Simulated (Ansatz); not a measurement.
# Amorphous In9Ga9Zn9O37K2

Preparation: random packing, a CHGNet melt and quench, and a DFT relaxation. O atoms were pushed apart under 1.9 Å during the dynamics, to hinder bonds among them. The hot cell started wider than the set density and was brought back towards it in steps. It is the lowest in DFT energy of 2 quenches. It is a model cell: composition and starting density were chosen by hand, and all elements were melted together. No dispersion term was used.

Methods: PBE, scalar-relativistic without spin-orbit coupling (Ansatz, a program for electronic structure); r2SCAN, scalar-relativistic without spin-orbit coupling (Ansatz); HSE06, scalar-relativistic without spin-orbit coupling (Ansatz). Geometry, pressure, stress and energy are those of the PBE run. Its sampling: a 2×2×2 Γ-centred mesh; Fermi-Dirac width 0.02 eV; no spin polarisation. Other functionals are single points at the zone centre (r2SCAN at 500 eV; exact exchange cut at the cell's faces), free to take moments where seeds were set.

The number of atoms in the cell is 66 and the density (held, not predicted) comes out as 5.63 g/cm³. The volume per atom is 13.04 Å³. The pressure on a 2×2×2 Γ-centred mesh is 4.21 GPa and the largest force and stress component on that mesh (the relaxation ran on the zone centre alone) comes out as 0.10 eV/Å and 4.3 GPa. The gap on a 2×2×2 Γ-centred mesh (PBE) is 1.02 eV, the gap at the zone centre (PBE) comes out as 1.00 eV and the gap at the zone centre (r2SCAN) is 1.45 eV. The gap at the zone centre (HSE06) is 2.58 eV.

Cut-offs for bonds: In-In 3.12 Å, In-Ga 2.90 Å, In-Zn 2.90 Å, In-O 2.62 Å, In-K 3.79 Å, Ga-Ga 2.68 Å, Ga-Zn 2.68 Å, Ga-O 2.44 Å, Ga-K 3.58 Å, Zn-Zn 2.68 Å, Zn-O 2.38 Å, Zn-K 3.58 Å, O-O 1.58 Å, O-K 3.23 Å, K-K 4.47 Å. Two cations that share two anions don't count as bonded, nor two that share one unless they lie closer than In-In 3.04 Å, In-Ga 2.82 Å, In-Zn 2.82 Å, In-K 3.69 Å, Ga-Ga 2.61 Å, Ga-Zn 2.61 Å, Ga-K 3.48 Å, Zn-Zn 2.61 Å, Zn-K 3.48 Å, K-K 4.34 Å.

The mean coordination of In by anions is 5.44 (5 with 5, 4 with 6) and the mean coordination of Ga by anions comes out as 4.33 (6 with 4, 3 with 5); 1 close contacts or bonds to cations besides. The mean coordination of Zn by anions comes out as 4.22 (7 with 4, 2 with 5) and the mean coordination of O comes out as 3.84 (8 with 3, 27 with 4, 2 with 5). The mean coordination of K by anions is 8.00 (2 with 8); 1 close contacts or bonds to cations besides. The mean In-O bond is 2.183 Å (spread 0.107 Å, 49 counted) and the mean Ga-O bond is 1.909 Å (spread 0.100 Å, 39 counted).

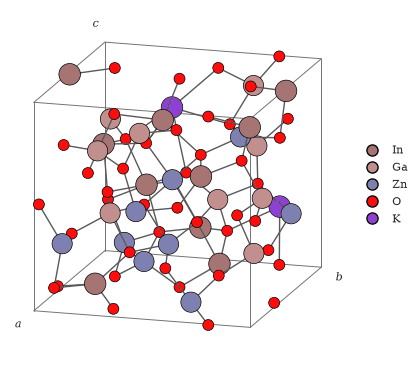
Fig. 1. The relaxed cell

Its density started from a set value of 5.63 g/cm³. The quench (nominally 210 K/ps over its main leg) was far faster than any real one, so the model tends to hold more defects than a real film. One small periodic cell is one sample of the glass; other quenches scatter about these values. The volume was held where the preparation left it and the shape relaxed, at a PBE pressure of 4.2 GPa. Stress components on the final sampling reach 4.3 GPa.
